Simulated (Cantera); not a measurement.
Input: 1 mol Si, a varied amount of HCl, held at 800 °C and 1700 Pa.

Cantera equilibrium calculation (NASA polynomials, part measured and part estimated; ideal gas, pure solids and liquids). Candidate condensed phases: Si; 19 gas species. The tables' values for SiCl₃ are old estimates; treat these amounts as uncertain. Equilibrium is a limit: real reactors are often held back by kinetics, nucleation or transport.

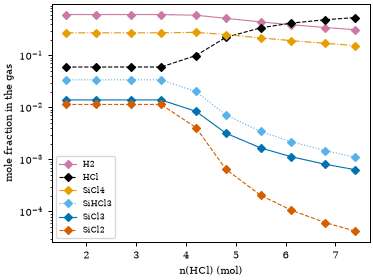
Fig. 1. Equilibrium gas composition (values under 1e-9 drawn at 1e-9)

From 1.6 mol HCl to 3.5 mol HCl the condensed part is Si(s). From 4.2 mol HCl to 7.4 mol HCl nothing is condensed. The main Si-bearing gas is SiCl₄ throughout.
